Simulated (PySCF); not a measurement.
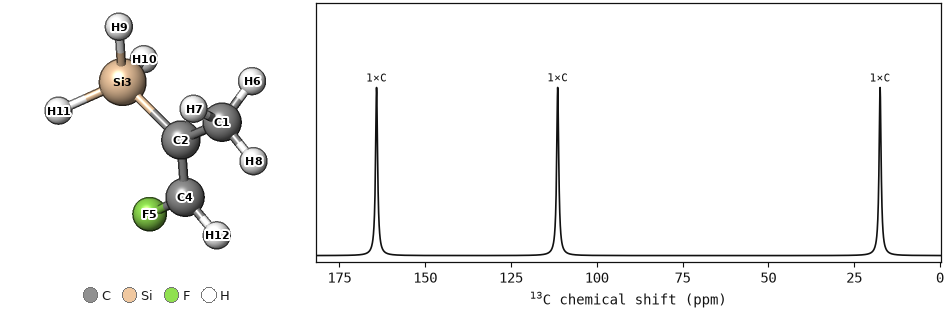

Spectrum and numbered structure of C₃H₇FSi, SMILES C/C([SiH3])=C/F. GIAO shifts, PBE0/def2-TZVP in PySCF, at a PBE0-D3(BJ)/def2-SVP geometry (no frequency check), against TMS for ¹³C computed at the same level. Gas phase, fully decoupled, line heights follow the number of nuclei, widths are arbitrary (no quadrupolar broadening); values of one conformer, averaged over methyl-type rotors and exact or near symmetry.

Q: Which ¹³C nuclei are the least shielded, and which the most?

A: Least shielded: C4 at 164.2 ppm. Most shielded: C1 at 17.4 ppm.
